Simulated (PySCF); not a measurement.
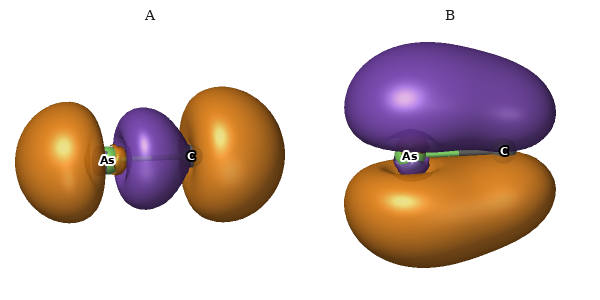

Figure. AsC (charge −1). Two frontier orbitals, each drawn at the value that holds 80 % of its norm (orange and purple are the two phases), in no order; of a degenerate pair one member is drawn.

Theory: PBE0/def2-SVPD, non-relativistic Hamiltonian with scalar-relativistic core potentials where named, at a bond length of 1.704 Å in PySCF 2.14.0.

> Name the orbitals and rank them from lowest to highest energy.

Orbital B: π, occupied, −0.85 eV; bonding, with no node between the atoms.
Orbital A: σ, occupied, −0.59 eV; shared between the atoms (As 35 %, C 65 %).
